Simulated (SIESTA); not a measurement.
Band structure of Mg₂Sn (Fm-3m, 3 atoms in the cell).

```
Mg2Sn
1.0
    0.00000     3.32878     3.32878
    3.32878     0.00000     3.32878
    3.32878     3.32878     0.00000
Mg Sn
2 1
Cartesian
  1.66439   1.66439   1.66439
  4.99317   4.99317   4.99317
  0.00000   0.00000   0.00000
```

Level of theory: SIESTA with GGA PBE, numerical atomic orbitals DZP, PseudoDojo PBE standard norm-conserving potentials (rewritten from UPF to PSML).

Settings: XC.functional = GGA; XC.authors = PBE; potentials = PseudoDojo PBE standard; PAO.BasisSize = DZP; PAO.EnergyShift = 0.005 Ry; MeshCutoff = 400 Ry; kgrid.MonkhorstPack = 6 6 6; OccupationFunction = MP; OccupationMPOrder = 0; ElectronicTemperature = 0.272 eV; MaxSCFIterations = 150; SCF.Mixer.Method = Pulay; SCF.Mixer.Weight = 0.2; SCF.Mixer.History = 6.

The starting cell comes from a database of computed structures (which also holds hypothetical and non-ambient phases and stackings), without a prior relaxation at this level. Its lattice was rescaled by a random factor within 2.5 % of one. Values carry the incompleteness of an atom-centred basis.

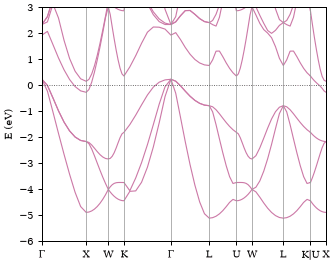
Figure. Bands along the path, energies from the Fermi level.

Levels in eV from the Fermi level, bands 14 to 19:
```tsv
point	14	15	16	17	18	19
Γ	-9.44	0.23	0.23	0.23	1.93	2.34
X	-7.38	-4.90	-2.17	-2.17	-0.27	0.15
W	-7.35	-4.01	-4.01	-2.84	3.02	3.23
K	-7.43	-4.45	-3.74	-1.81	0.35	2.87
L	-8.00	-5.12	-0.79	-0.79	0.76	2.41
U	-7.43	-4.45	-3.74	-1.81	0.35	2.87
```

Bands cross the Fermi level along this path, so the cell is metallic at this level.

Higher empty bands are left out: an atom-centred basis made for the valence describes them poorly.
